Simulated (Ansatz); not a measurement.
Fields on a plane of InSe (beta-GaS type, space group P6_3/mmc)

```
InSe
1.0
    4.03209     0.00000     0.00000
   -2.01605     3.49190     0.00000
    0.00000     0.00000    16.76410
In Se
4 4
Direct
  0.33333   0.66667   0.66668
  0.66667   0.33333   0.16668
  0.66667   0.33333   0.33332
  0.33333   0.66667   0.83332
  0.33333   0.66667   0.08992
  0.66667   0.33333   0.58992
  0.66667   0.33333   0.91008
  0.33333   0.66667   0.41008
```

The slice is a (0001) plane (indices of the conventional cell) through the point (0.667, 0.333, 0.167) (fractional), spanned by u = [110] and v = [1 -1 0] in vectors of this cell: u (4.03 Å) and v (6.98 Å, at 90° to u). It covers one period; positions are fractions (u, v).

Atoms on it: In at (0.00, 0.00); In at (0.50, 0.50).

These are PBE-D3(BJ) (plane waves to 420 eV, PAW, scalar-relativistic; Ansatz, an electronic-structure program) values and carry that method's errors. k mesh 9×9×2. Near the nuclei the fields are pseudised (PAW); where an atom keeps semicore shells as valence, they peak there. InSe was relaxed with its symmetry unable to fall.

```
|@@%%##++--::......::--++##%%|
|####**==::....  ....::==**##|
|++++==--::..      ..::--==++|
|==----::..          ..::----|
|----::::..          ..::::--|
|----::::..............::::--|
|------::::::::::::::::::----|
|----------------------------|
|----------==++++++==--------|
|--------==**######**==------|
|::::----++##%%@@%%##++----::|
|::::::--++##@@@@@@##++--::::|
|....::--++##%%@@%%##++--::..|
|  ....::==**######**==::....|
|    ..::--==++++++==--::..  |
|      ..::----==----::..    |
|      ..::::------::::..    |
|........::::------::::......|
|::::::::::----------::::::::|
|----------------------------|
|++++==------------------==++|
|####**==--------------==**##|
|@@%%##++----::::::----++##%%|
|@@@@##++--::::::::::--++##@@|
```
Scale: ten equal steps from -1.63 (start of ' ') to 1.12 (end of '@'), in the order ' .:-=+*#%@'. Values: log₁₀ of the valence density in e/Å³. The map has 14 points along u (two characters each, u = 0 at the left) and 24 along v (v = 0 in the bottom row). The scale is logarithmic, as a density can span decades between atoms and voids.

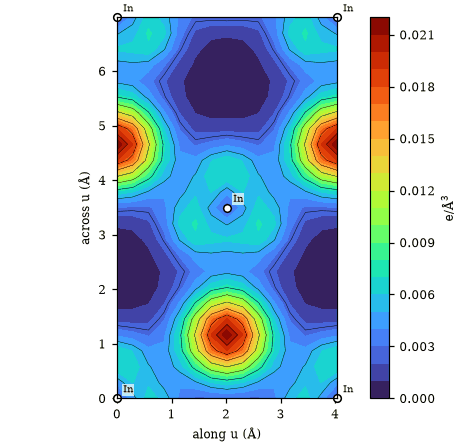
*Density of the highest valence band (whole band, smooth part) in e/Å³, one period of the plane, atoms marked. *
